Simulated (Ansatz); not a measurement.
**AlF₂H₃Si: density, localisation and related maps**

```
atom    x (Å)    y (Å)    z (Å)
   F   1.1792  -0.6296   2.3282
  Al   0.6315  -0.9305   0.7609
   F   0.9079  -2.4826   0.1590
  Si  -0.4888   0.7402  -0.5981
   H   0.3336   1.0022  -1.8242
   H  -0.6778   2.0198   0.1558
   H  -1.8246   0.2124  -1.0272
```

These are results of RKS PBE0/cc-pVDZ in Ansatz 0.2.0, not measurements.

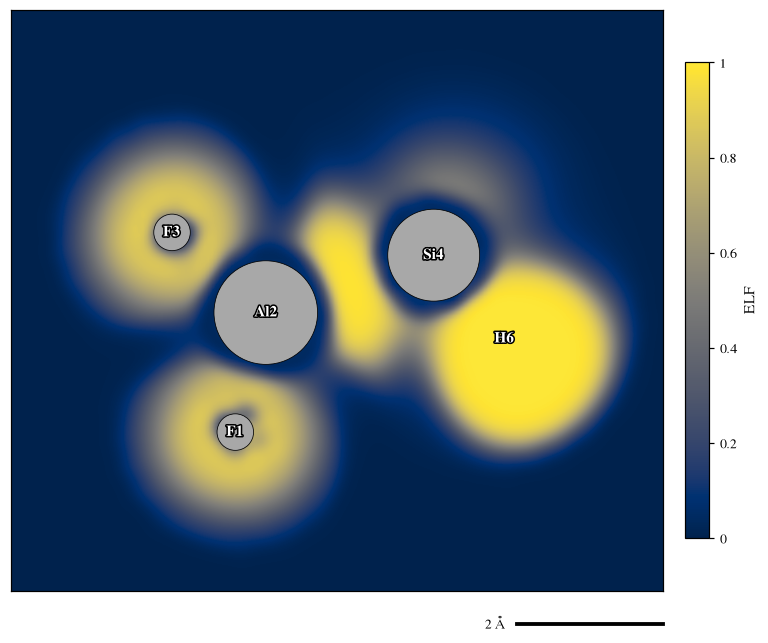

Figure 1. ELF on the plane of atoms F1, Al2 and Si4. Grey discs cover the atomic cores.

Read the bonding off the picture.

- The section cuts through F, Al, Si and H sites.
- Al–F (1.69 Å): the ELF peaks at about 0.85 in the valence shell of F, 0.6 Å from its nucleus, and is about 0.30 at the midpoint.
- Al–Si (2.43 Å): the ELF peaks at about 1 between the atoms (a covalent bond).
- Si–H (1.50 Å): the ELF climbs to about 1 towards the hydrogen, as it does in any bond to H.
- The ELF also peaks beside F1 and F3, away from the bonds: lone-pair regions.

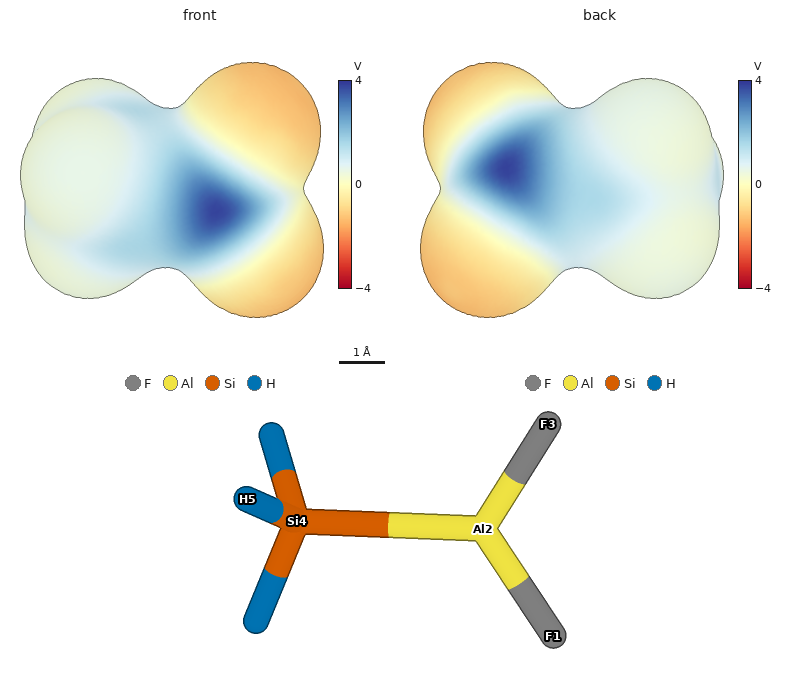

Figure 2. The electrostatic potential painted on the density surface at 0.002 e/bohr³, seen from the front and from behind; red is negative and blue positive. The bare structure is drawn below in the same view.

Describe the electrostatic potential map.

The most negative region (about −1.4 V) lies over F1 and F3, the most positive (about +3.7 V) over Al2.

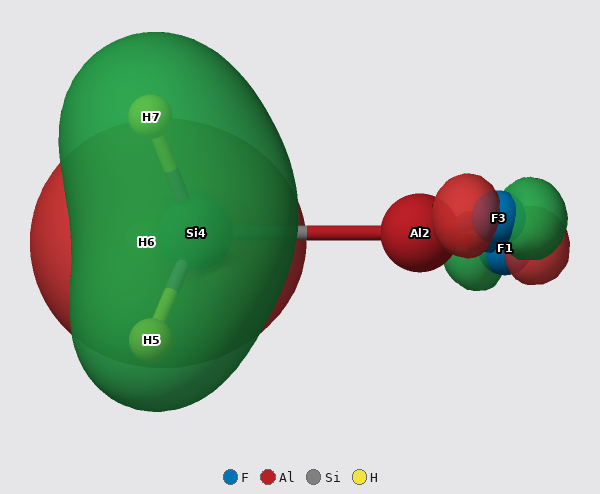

Figure 3. The HOMO−1 at ±0.08 Å⁻³ᐟ² (green and red are the two phases), seen from one side.

Describe this orbital and give its energy.

By Hirshfeld shares it lies mainly on Si4 (about 40 %), H6 (about 35 %), H7 (about 10 %) and H5 (about 5 %). Its energy is −10.26 eV.
